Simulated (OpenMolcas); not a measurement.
# Multiconfigurational calculation for V³⁺ complex

- system: V³⁺ with 6 ligands (OH; octahedron, 1.97 Å), neutralised by 6 outer point charges of +0.5 e, whose field is part of the energies.
- method: state-averaged CASSCF, active space 2 electrons in the shell 3d, basis ANO-RCC-VDZP on the metal and ANO-RCC-VDZP on the ligands, DKH2 scalar Hamiltonian, spin-orbit coupling by RASSI with atomic mean-field integrals (OpenMolcas)

**Input file**
```
&GATEWAY
Coord
13

V 0.0 0.0 0.0
O 1.970000 0.000000 0.000000
H 2.379940 0.879119 0.000000
O 0.000000 1.970000 0.000000
H 0.000000 2.379940 0.879119
O -1.970000 0.000000 0.000000
H -2.379940 -0.879119 0.000000
O 0.000000 -1.970000 0.000000
H 0.000000 -2.379940 -0.879119
O 0.000000 0.000000 1.970000
H 0.879119 0.000000 2.379940
O 0.000000 0.000000 -1.970000
H -0.879119 0.000000 -2.379940
Basis=V.ANO-RCC-VDZP,H.ANO-RCC-VDZP,O.ANO-RCC-VDZP
Group=XYZ
NoMove
AngMom=0.0 0.0 0.0
AMFI
RICD
XField
3 Angstrom 0
4.970000 0.000000 0.000000 0.500000
0.000000 4.970000 0.000000 0.500000
0.000000 0.000000 4.970000 0.500000
&SEWARD
&RASSCF
FileOrb=start.orb
Symmetry=1
Spin=3
nActEl=2 0 0
Inactive=18 21
Ras2=5 0
CIRoot=10 10 1
SDav=10
CIMx=300
Iter=150 100
PrWF=0.3
OrbListing=Nothing
MaxOrb=0
LevShft=1.0
>>> COPY $Project.JobIph JOB001
&RASSCF
FileOrb=start.orb
Symmetry=1
Spin=1
nActEl=2 0 0
Inactive=18 21
Ras2=5 0
CIRoot=15 15 1
SDav=15
CIMx=300
Iter=150 100
PrWF=0.3
OrbListing=Nothing
MaxOrb=0
LevShft=1.0
>>> COPY $Project.JobIph JOB002
&RASSI
NrOfJobIphs=2 10 15
1 2 3 4 5 6 7 8 9 10
1 2 3 4 5 6 7 8 9 10 11 12 13 14 15
IphNames
JOB001
JOB002
EJob
SpinOrbit
DIPRint=1.0
SOCoupling=1000.0
Subsets=2
Property=9
'ANGMOM' 1 'ANGMOM' 2 'ANGMOM' 3 'MLTPL  1' 1 'MLTPL  1' 2 'MLTPL  1' 3
'AMFI' 1 'AMFI' 2 'AMFI' 3
SOProperty=3
'ANGMOM' 1 'ANGMOM' 2 'ANGMOM' 3
```

The file start.orb holds starting orbitals from an earlier step. A driver script formed the levels outside the program, from RASSI's spin-orbit matrix and the active-space energies, averaged over the components of each term or state.

Hardware: 1 thread of Arm Neoverse V2, 24 GiB of memory available, shared host.

Command:
```bash
OMP_NUM_THREADS=1 MOLCAS_MEM=2457 MOLCAS_PROJECT=a pymolcas a.inp > a.log  # once for each step of the input, in one work folder
```

**The program's output (extracts)**
```
--- SEWARD ---
Basis set label: V.ANO-RCC...5S4P2D1F.

      Electronic valence basis set:
      ------------------
      Associated Effective Charge  23.000000 au
      Associated Actual Charge     23.000000 au
      Nuclear Model: Point charge

      Shell  nPrim  nBasis  Cartesian Spherical Contaminant
         s      21       5        X
         p      15       4        X
         d      10       2                 X
         f       6       1                 X
                  Relativistic Douglas-Kroll-Hess integrals:
                    - DKH order of Hamiltonian: 2
                    - DKH order of Properties : 0
                  Atomic mean-field integrals
--- RASSCF ---
Wave function specifications:
      -----------------------------

      Number of closed shell electrons          78
      Number of electrons in active shells       2
      Max number of holes in RAS1 space          0
      Max nr of electrons in RAS3 space          0
      Number of inactive orbitals               39
      Number of active orbitals                  5
      Number of secondary orbitals             104
      Spin quantum number                      1.0
      State symmetry                             1
Orbital specifications:
      -----------------------

      Symmetry species                           1   2
                                                ag  au
      Frozen orbitals                            0   0
      Inactive orbitals                         18  21
      Active orbitals                            5   0
      RAS1 orbitals                              0   0
      RAS2 orbitals                              5   0
      RAS3 orbitals                              0   0
      Secondary orbitals                        49  55
      Deleted orbitals                           0   0
      Number of basis functions                 72  76
      Number of CSFs                            10
      Number of root(s) required                10
      Iter CI   SX   CI       RASSCF       Energy    max ROT     max BLB   max BLB  Level Ln srch  Step   QN
          iter iter root      energy       change     param      element    value   shift minimum  type update
 Nr of preliminary CI iterations:   1
      Total energies have been shifted. Add                -1000.00 au
        1   1   12    0  -401.62847062    0.00E+00  -1.16E-01*   6  34 2 -2.37E-01*  0.70   0.00    SX    NO
        2   1   12    0  -401.88450017   -2.56E-01*  2.95E-02   18  21 1 -7.29E-02*  0.91   0.00    SX    NO
        3   1   11    0  -401.92276526   -3.83E-02* -1.74E-02   18  21 1 -4.41E-02*  0.93   0.00    SX    NO
        4   1   11    0  -401.93510290   -1.23E-02* -1.04E-02   18  21 1 -2.68E-02*  0.95   0.00    SX    NO
        5   1   11    0  -401.93969829   -4.60E-03* -1.43E-02   18  21 1 -1.66E-02*  0.95   2.50    LS   YES
        6   1   10    0  -401.94255847   -2.86E-03* -3.43E-03   18  33 1  5.44E-03*  0.96   1.21    QN   YES
        7   1    9    0  -401.94289140   -3.33E-04* -2.67E-03   18  33 1  3.80E-03*  0.96   1.57    QN   YES
        8   1    9    0  -401.94302543   -1.34E-04* -1.50E-03   18  33 1  1.89E-03*  0.96   1.40    QN   YES
        9   1    9    0  -401.94306699   -4.16E-05* -1.04E-03   13  24 1 -1.22E-03*  0.96   1.58    QN   YES
       10   1    8    0  -401.94308650   -1.95E-05*  9.27E-04   13  24 1 -8.73E-04*  0.96   1.49    QN   YES
       11   1    8    0  -401.94309351   -7.01E-06*  4.91E-04   13  24 1 -4.35E-04*  0.96   1.42    QN   YES
       12   1    8    0  -401.94309543   -1.92E-06* -1.89E-04   13  30 1 -2.09E-04*  0.96   1.37    QN   YES
       13   1    7    0  -401.94309591   -4.81E-07*  9.43E-05   13  30 1 -1.45E-04*  0.96   1.43    QN   YES
       14   1    6    0  -401.94309606   -1.46E-07* -6.21E-05   13  30 1 -7.39E-05   0.96   1.42    QN   YES
       15   1    6    0  -401.94309610   -4.26E-08*  3.12E-05   16  24 1  3.62E-05   0.96   1.42    QN   YES
       16   1    6    0  -401.94309612   -1.23E-08*  2.36E-05   16  24 1  2.22E-05   0.96   1.47    QN   YES
       17   1    5    0  -401.94309612   -4.00E-09   1.29E-05   16  24 1  1.28E-05   0.96   1.45    QN   YES
      Convergence after 17 iterations
       18   1    5    0  -401.94309612   -1.33E-09   1.29E-05   16  35 2 -6.87E-06   0.96   1.45    QN   YES
      Natural orbitals and occupation numbers for root  1
      sym 1:   0.990124   0.009876   0.009876   0.990124  -0.000000
      Natural orbitals and occupation numbers for root  2
      sym 1:   0.009876   0.990124   0.009876   0.990124   0.000000
      Natural orbitals and occupation numbers for root  3
      sym 1:   0.999547   0.999547   0.000453   0.000000   0.000453
::    RASSCF root number  1 Total energy:  -1402.01875437
::    RASSCF root number  2 Total energy:  -1402.01875437
::    RASSCF root number  3 Total energy:  -1402.01719898
::    RASSCF root number  4 Total energy:  -1401.94753589
::    RASSCF root number  5 Total energy:  -1401.94713456
::    RASSCF root number  6 Total energy:  -1401.94713456
::    RASSCF root number  7 Total energy:  -1401.89089766
::    RASSCF root number  8 Total energy:  -1401.88777637
::    RASSCF root number  9 Total energy:  -1401.88777637
::    RASSCF root number 10 Total energy:  -1401.86799807
--- RASSCF ---
Wave function specifications:
      -----------------------------

      Number of closed shell electrons          78
      Number of electrons in active shells       2
      Max number of holes in RAS1 space          0
      Max nr of electrons in RAS3 space          0
      Number of inactive orbitals               39
      Number of active orbitals                  5
      Number of secondary orbitals             104
      Spin quantum number                      0.0
      State symmetry                             1
Orbital specifications:
      -----------------------

      Symmetry species                           1   2
                                                ag  au
      Frozen orbitals                            0   0
      Inactive orbitals                         18  21
      Active orbitals                            5   0
      RAS1 orbitals                              0   0
      RAS2 orbitals                              5   0
      RAS3 orbitals                              0   0
      Secondary orbitals                        49  55
      Deleted orbitals                           0   0
      Number of basis functions                 72  76
      Number of CSFs                            15
      Number of root(s) required                15
      Iter CI   SX   CI       RASSCF       Energy    max ROT     max BLB   max BLB  Level Ln srch  Step   QN
          iter iter root      energy       change     param      element    value   shift minimum  type update
 Nr of preliminary CI iterations:   1
      Total energies have been shifted. Add                -1000.00 au
        1   1   10    0  -401.87858229    0.00E+00  -8.90E-03   20  26 1 -6.65E-03*  0.95   0.00    SX    NO
        2   1   10    0  -401.87932008   -7.38E-04*  3.89E-03   15  21 1 -4.33E-03*  0.94   0.00    SX    NO
        3   1   10    0  -401.87954182   -2.22E-04*  2.65E-03   15  21 1 -2.88E-03*  0.94   0.00    SX    NO
        4   1    9    0  -401.87962890   -8.71E-05*  1.83E-03   15  21 1 -1.97E-03*  0.94   0.00    SX    NO
        5   1    9    0  -401.87966752   -3.86E-05*  2.70E-03   15  21 1 -1.33E-03*  0.94   2.50    LS   YES
        6   1    8    0  -401.87969793   -3.04E-05*  1.25E-03   15  21 1 -3.89E-04*  0.94   1.47    LS   YES
        7   1    9    0  -401.87970136   -3.43E-06* -7.33E-04    9  33 2 -4.16E-04*  0.94   1.01    QN   YES
        8   1    8    0  -401.87970415   -2.79E-06* -1.09E-03    9  33 2 -1.83E-04*  0.94   2.50    LS   YES
        9   1    8    0  -401.87970583   -1.68E-06*  1.37E-04    9  33 2  1.65E-04*  0.94   1.07    QN   YES
       10   1    7    0  -401.87970609   -2.61E-07*  1.94E-04    9  33 2  9.54E-05   0.94   2.42    LS   YES
       11   1    7    0  -401.87970623   -1.37E-07* -7.18E-05   15  29 1  5.20E-05   0.94   1.00    QN   YES
       12   1    7    0  -401.87970627   -4.71E-08* -5.39E-05   15  29 1  3.05E-05   0.94   1.75    LS   YES
       13   1    7    0  -401.87970628   -9.92E-09   1.94E-05    9  33 2 -3.30E-05   0.94   0.95    QN   YES
      Convergence after 13 iterations
       14   1    7    0  -401.87970630   -1.38E-08*  1.94E-05    9  33 2 -1.59E-05   0.94   0.95    QN   YES
      Natural orbitals and occupation numbers for root  1
      sym 1:   0.375366   1.246260   0.001504   0.375366   0.001504
      Natural orbitals and occupation numbers for root  2
      sym 1:   0.025157   0.967225   0.027322   0.980296   0.000000
      Natural orbitals and occupation numbers for root  3
      sym 1:   0.498265   0.233834   0.000024   1.262898   0.004979
::    RASSCF root number  1 Total energy:  -1401.95590210
::    RASSCF root number  2 Total energy:  -1401.95536960
::    RASSCF root number  3 Total energy:  -1401.95536960
::    RASSCF root number  4 Total energy:  -1401.95411977
::    RASSCF root number  5 Total energy:  -1401.95411977
::    RASSCF root number  6 Total energy:  -1401.88792798
::    RASSCF root number  7 Total energy:  -1401.87762261
::    RASSCF root number  8 Total energy:  -1401.87762261
::    RASSCF root number  9 Total energy:  -1401.87657784
::    RASSCF root number 10 Total energy:  -1401.86333595
::    RASSCF root number 11 Total energy:  -1401.86293080
::    RASSCF root number 12 Total energy:  -1401.86293080
::    RASSCF root number 13 Total energy:  -1401.79954597
::    RASSCF root number 14 Total energy:  -1401.79954597
::    RASSCF root number 15 Total energy:  -1401.71267310
--- RASSI ---
SPIN-FREE ENERGIES:
  (Shifted by EMIN (a.u.) =      -1402.0187543749)

 SF State       Relative EMIN(au)   Rel lowest level(eV)    D:o, cm**(-1)

     1             0.0000000000        0.0000000000              0.0000
     2             0.0000000000        0.0000000000              0.0000
     3             0.0015553913        0.0423243537            341.3689
    11             0.0628522701        1.7102973975          13794.4788
    12             0.0633847733        1.7247875494          13911.3498
    13             0.0633847733        1.7247875494          13911.3498
    14             0.0646346078        1.7587972773          14185.6567
    15             0.0646346078        1.7587972773          14185.6567
     4             0.0712184898        1.9379538339          15630.6518
     5             0.0716198153        1.9488744568          15718.7326
     6             0.0716198153        1.9488744568          15718.7326
     7             0.1278567191        3.4791585666          28061.3063
    16             0.1308263925        3.5599674985          28713.0743
     8             0.1309780041        3.5640930581          28746.3492
     9             0.1309780041        3.5640930581          28746.3492
    17             0.1411317639        3.8403909384          30974.8419
    18             0.1411317639        3.8403909384          30974.8419
    19             0.1421765314        3.8688205104          31204.1418
    10             0.1507563043        4.1022880248          33087.1843
    20             0.1554184259        4.2291508159          34110.4017
    21             0.1558235792        4.2401756008          34199.3226
    22             0.1558235792        4.2401756008          34199.3226
    23             0.2192084014        5.9649644799          48110.6831
    24             0.2192084014        5.9649644799          48110.6831
    25             0.3060812759        8.3288958204          67177.0752
     Dipole printing threshold changed to   1.00000000E+00
Eigenvalues of complex Hamiltonian:
   -----------------------------------
  (Shifted by EMIN (a.u.) =      -1402.0187543749)

 SO State       Relative EMIN(au)   Rel lowest level(eV)    D:o, cm**(-1)

     1            -0.0006571027        0.0000000000              0.0000
     2            -0.0006571027        0.0000000000              0.0000
     3            -0.0002266232        0.0117139439             94.4793
     4            -0.0002266232        0.0117139439             94.4793
     5             0.0001253455        0.0212915007            171.7275
     6             0.0006152965        0.0346237449            279.2593
     7             0.0017322550        0.0650177341            524.4034
     8             0.0017322550        0.0650177341            524.4034
     9             0.0020258611        0.0730071648            588.8425
    10             0.0627040860        1.7241457786          13906.1735
    11             0.0632307708        1.7384776027          14021.7675
    12             0.0632307708        1.7384776027          14021.7675
    13             0.0646196184        1.7762700703          14326.5843
    14             0.0646196184        1.7762700703          14326.5843
    15             0.0709903444        1.9496263560          15724.7970
    16             0.0712523605        1.9567561782          15782.3029
    17             0.0712523605        1.9567561782          15782.3029
    18             0.0715042802        1.9636112611          15837.5929
    19             0.0716062108        1.9663849347          15859.9641
    20             0.0717437362        1.9701271911          15890.1474
    21             0.0717437362        1.9701271911          15890.1474
    22             0.0718782554        1.9737876451          15919.6710
    23             0.0718782554        1.9737876451          15919.6710
    24             0.1276170810        3.4905183589          28152.9292
    25             0.1278203636        3.4960499584          28197.5445
    26             0.1278203636        3.4960499584          28197.5445
    27             0.1302582489        3.5623881971          28732.5985
    28             0.1305969883        3.5716057678          28806.9432
    29             0.1310181663        3.5830666047          28899.3811
    30             0.1310181663        3.5830666047          28899.3811
    31             0.1313508397        3.5921191075          28972.3945
    32             0.1313508397        3.5921191075          28972.3945
    33             0.1313715930        3.5926838344          28976.9493
    34             0.1410869234        3.8570514418          31109.2179
    35             0.1410869234        3.8570514418          31109.2179
    36             0.1421473992        3.8859084595          31341.9654
    37             0.1508464212        4.1226209066          33251.1801
    38             0.1508574401        4.1229207466          33253.5984
    39             0.1508574401        4.1229207466          33253.5984
    40             0.1554259168        4.2472353313          34256.2632
    41             0.1558322573        4.2582924171          34345.4446
Weights of the five most important spin-orbit-free states for each spin-orbit state.

 SO State  Total energy (au)           Spin-free states, spin, and weights
 -------------------------------------------------------------------------------------------------------
    1        -0.000657       1 1.0  0.4999    2 1.0  0.4997    5 1.0  0.0002    6 1.0  0.0001   14 0.0  0.0001
    2        -0.000657       2 1.0  0.4999    1 1.0  0.4997    6 1.0  0.0002    5 1.0  0.0001   15 0.0  0.0001
    3        -0.000227       2 1.0  0.8503    3 1.0  0.1028    1 1.0  0.0464    4 1.0  0.0001    6 1.0  0.0001
    4        -0.000227       1 1.0  0.8503    3 1.0  0.1028    2 1.0  0.0464    4 1.0  0.0001    5 1.0  0.0001
    5         0.000125       1 1.0  0.3710    2 1.0  0.3710    3 1.0  0.2578   11 0.0  0.0001    6 1.0  0.0001
    6         0.000615       2 1.0  0.4999    1 1.0  0.4999    4 1.0  0.0001    6 1.0  0.0000    5 1.0  0.0000
    7         0.001732       3 1.0  0.8968    1 1.0  0.0678    2 1.0  0.0352    4 1.0  0.0001    5 1.0  0.0000
    8         0.001732       3 1.0  0.8968    2 1.0  0.0678    1 1.0  0.0352    4 1.0  0.0001    6 1.0  0.0000
    9         0.002026       3 1.0  0.7420    1 1.0  0.1289    2 1.0  0.1289   16 0.0  0.0001   11 0.0  0.0000
   10         0.062704      11 0.0  0.9834    6 1.0  0.0081    5 1.0  0.0081    7 1.0  0.0001    3 1.0  0.0001
   11         0.063231      13 0.0  0.9809    4 1.0  0.0100    5 1.0  0.0061    6 1.0  0.0023   14 0.0  0.0003
   12         0.063231      12 0.0  0.9809    4 1.0  0.0100    6 1.0  0.0061    5 1.0  0.0023   15 0.0  0.0003
```

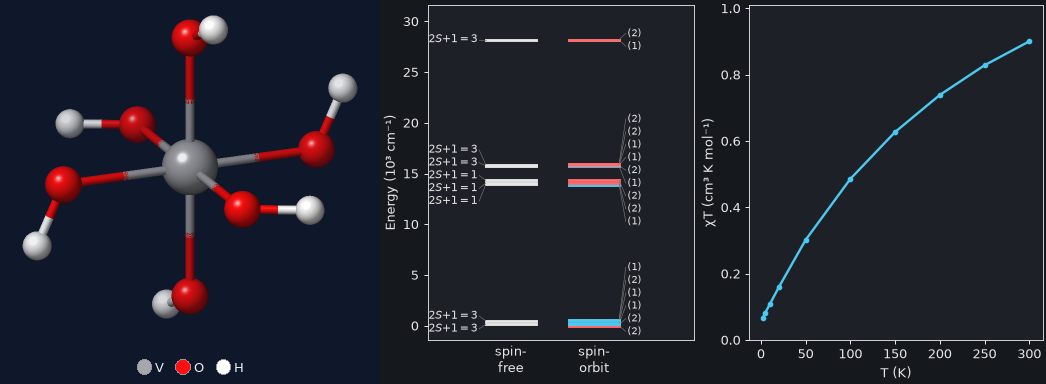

Figure 1. V³⁺ (3d²) with 6 ligands, OH⁻, at 1.97 Å (arrangement: octahedron, Ci), neutralised by outer point charges of +0.5 e, and its levels and susceptibility. Labels give the representation in O, Td, D4 or D3 as the site allows (double group for half-integer spin) where it could be assigned and, in brackets, the degeneracy; spin-free states, where drawn, share the zero of the spin-orbit levels. Powder susceptibility by Van Vleck's formula. The ground level is doubly degenerate, 100 % from states of spin multiplicity 3. Its principal g values are 0.00, 0.00 and 1.35, easy-axis. The next level lies at 94 cm⁻¹. χT is 0.0671 cm³ K mol⁻¹ at 2 K and 0.900 at 300 K, an effective moment of 2.68 μB. The active orbitals hold 86 to 95 % metal character (Löwdin), and the Mulliken charge of the metal is +1.95.

**Key numbers**

- outcome: converged
- energy of the lowest spin-free term: −1402.01875 hartree
- energy of the lowest spin-orbit level: −1402.01941 hartree
- largest spread among components of a term: 0.0 cm⁻¹
- wall time: 18 s
- peak memory: 0.18 GiB

**Remarks**

Without dynamic correlation the splittings between terms come out too large, often by 20 to 50 %. Caveats: orbital doublet at a regular site, Jahn-Teller distortion not allowed for; distances are set from ionic radii, not optimised.
